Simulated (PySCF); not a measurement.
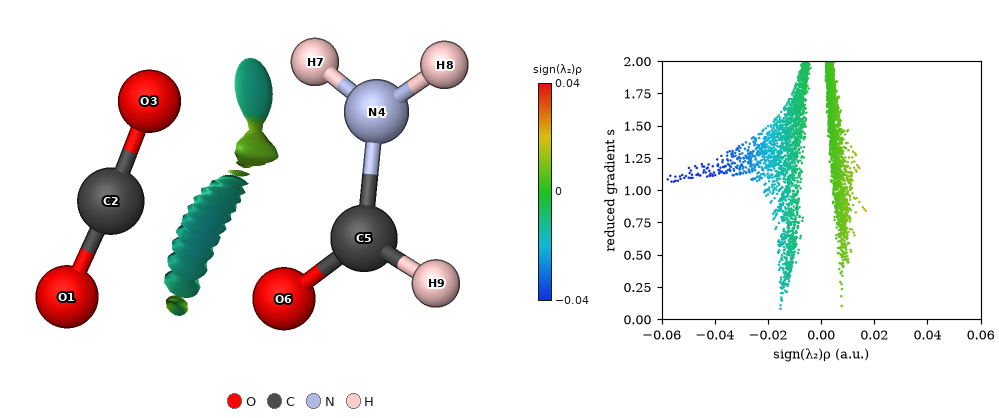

C₂H₃NO₃, SMILES `O=C=O.NC=O`. Non-covalent interaction surfaces between the fragments (reduced density gradient s = 0.5, coloured by sign(λ₂)ρ in a.u.; trimmed to the region between the fragments where ρ is under 0.06 a.u.). Fragment A: CO2 (atoms 1–3); fragment B: H3CNO. The plot gives s against sign(λ₂)ρ for grid points between the fragments.

PySCF calculation, HF/def2-SVPD, gas phase; geometry: GFN2-xTB.

Coordinates in Å:

```
O1      -2.2688    0.6832    0.0129
C2      -1.6107   -0.2482   -0.0005
O3      -1.0203   -1.2332   -0.0128
N4       1.9714   -0.7285    0.0113
C5       1.7300    0.5908   -0.0024
O6       0.6317    1.0897   -0.0107
H7       1.1860   -1.3627    0.0117
H8       2.9019   -1.1047    0.0157
H9       2.6560    1.1940   -0.0045
```

### Interpret the surfaces between the fragments.

Bond critical points between the fragments: O3···O6, 2.85 Å, ρ = 0.015 a.u.; O3···H7, hydrogen bond, 2.21 Å, ρ = 0.013 a.u. The strongest appears blue-green. Several contacts close a ring, whose ring point adds a part with positive λ₂ between them. The pose is a local one from a semi-empirical search, not shown to be the most stable.

### How strongly are they bound?

The counterpoise-corrected interaction energy of the frozen fragments is −2.6 kcal/mol without dispersion correction and −6.6 kcal/mol with D3(BJ). The pair geometry is semi-empirical, not a minimum at this level.
